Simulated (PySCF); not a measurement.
**C2H2Cl3F3Si: density, localisation and related maps**

Input

```
{"job": {"kind": "uv", "xc": "wB97X-D", "basis": "def2-SVPD", "ip": true, "dynamic": true}, "charge": 0, "multiplicity": 1}
F     -2.536917     0.143972    -0.916165
C     -1.501688    -0.482550    -0.330321
F     -1.253275    -1.587511    -1.037506
F     -1.902648    -0.862818     0.886138
Si    -0.002663     0.739209    -0.273928
C      1.516087    -0.110261     0.518981
Cl     1.130647    -0.617148     2.176978
Cl     1.998936    -1.515427    -0.454853
Cl     2.831561     1.096366     0.540611
H      0.338746     1.116001    -1.668049
H     -0.392363     1.897774     0.567945
```

Run with:

```sh
OMP_NUM_THREADS=1 python probes_run.py task.json out
```

Geometry: PBE0-D3(BJ)/def2-SVP.

All numbers below come from wB97X-D/def2-SVPD, SCF density, gas phase (PySCF).

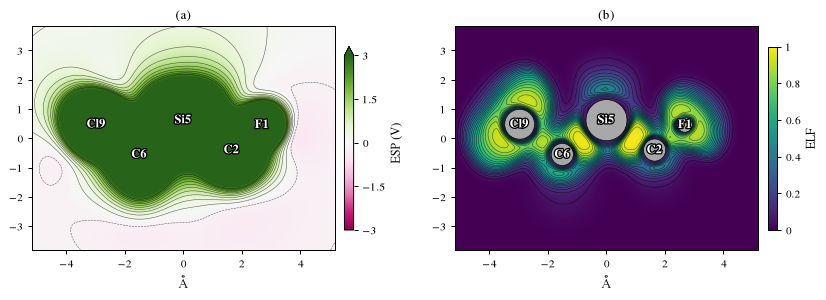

Figure 1. (a) molecular electrostatic potential; (b) ELF on the plane of atoms F1, C2 and Si5. Grey discs cover the atomic cores in the ELF map.

Question: What does the map show?

Answer:
- The plane passes through F, C, Si and Cl nuclei.
- C–F (1.34 Å): the ELF peaks at about 0.85 between the atoms: a polar covalent bond.
- C–Cl (1.79 Å): the ELF peaks at about 0.90 between the atoms, as expected for localised, covalent bonding.
- C–Si (1.91 Å): the ELF peaks at about 1 between the atoms (localised, covalent bonding).
- The ELF also peaks beside Cl9 and F1, away from the bonds: lone-pair regions.
- Outside the dense part of the molecule the potential is most negative (−0.4 V) near F1.

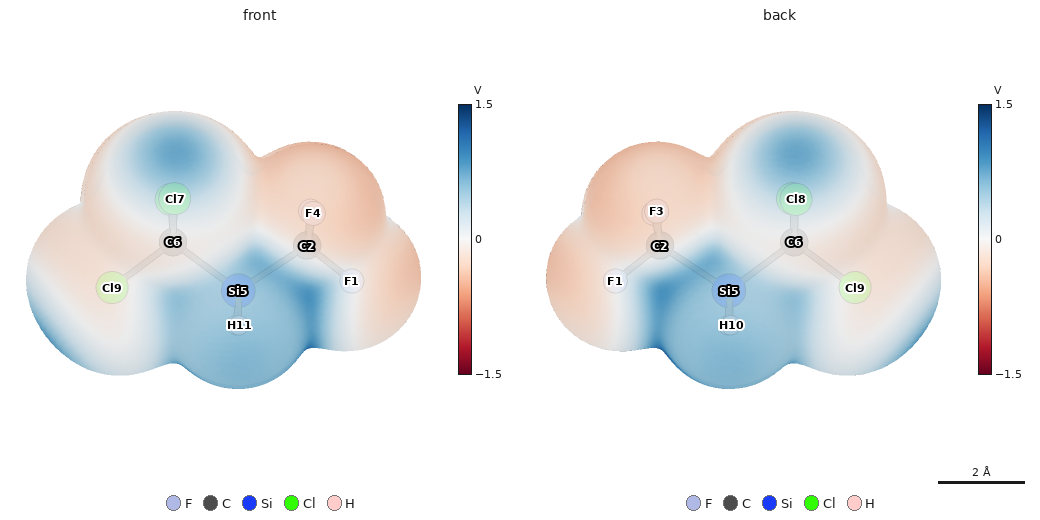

Figure 2. The molecular electrostatic potential painted on the density surface at 0.001 e/bohr³, seen from the front and from behind; red is negative and blue positive.

Question: Where is the surface potential most negative and most positive?

Answer: The most negative region (about −0.4 V, or −9 kcal/mol for a unit charge) lies over F1, F3 and F4, the most positive (about +1.2 V, or +28 kcal/mol for a unit charge) over Si5. Cl7 shows a σ-hole: about +0.7 V, or +16 kcal/mol for a unit charge at the tip opposite its bond, against about −0.2 V on its flanks. Cl8 shows a σ-hole: about +0.7 V, or +16 kcal/mol for a unit charge at the tip opposite its bond, against about −0.1 V on its flanks. Cl9 shows a σ-hole: about +0.8 V, or +18 kcal/mol for a unit charge at the tip opposite its bond, against about 0.0 V on its flanks.
